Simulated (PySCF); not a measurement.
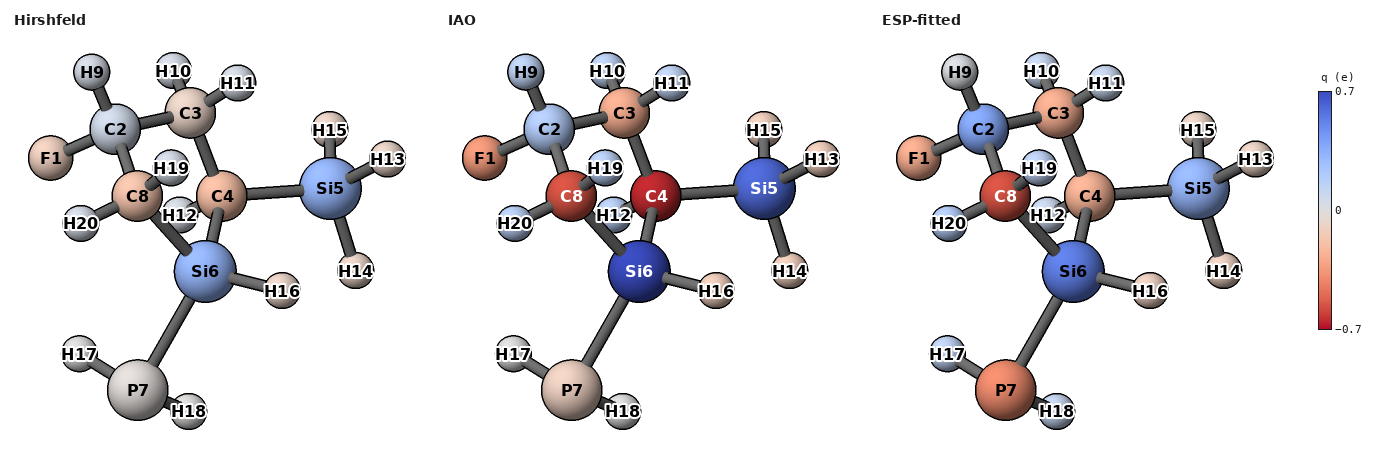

Atomic charges of one calculation by 3 schemes, on one colour scale. The computed structure is the end point of a GFN2-xTB optimisation. No frequency run is at hand to confirm it as a minimum. Method: PBE0/pcSseg-1 (PySCF 2.14.0).

On which atom do the schemes disagree most?

On C4 (from −0.65 to −0.20 e).

List the charges (e), one line for each set of equivalent atoms.

```csv
atom,Hirshfeld,IAO,ESP-fitted
F1,−0.11,−0.34,−0.27
C2,0.06,0.19,0.37
C3,−0.08,−0.27,−0.27
C4,−0.20,−0.65,−0.25
Si5,0.30,0.60,0.30
Si6,0.30,0.70,0.53
P7,−0.02,−0.10,−0.39
C8,−0.17,−0.56,−0.56
H9,0.04,0.14,0.02
H10,0.04,0.15,0.11
H11,0.04,0.13,0.10
H12,0.03,0.16,0.09
H13,−0.08,−0.12,−0.09
H14,−0.08,−0.12,−0.10
H15,−0.08,−0.12,−0.08
H16,−0.08,−0.12,−0.10
H17,−0.01,0.01,0.14
H18,−0.01,0.00,0.11
H19,0.05,0.16,0.14
H20,0.04,0.16,0.18
```

The geometry is semi-empirical. Around P, Si such bond lengths and angles can be off by a tenth of an ångström or more and by several degrees, and values that hang on the shape move with them.
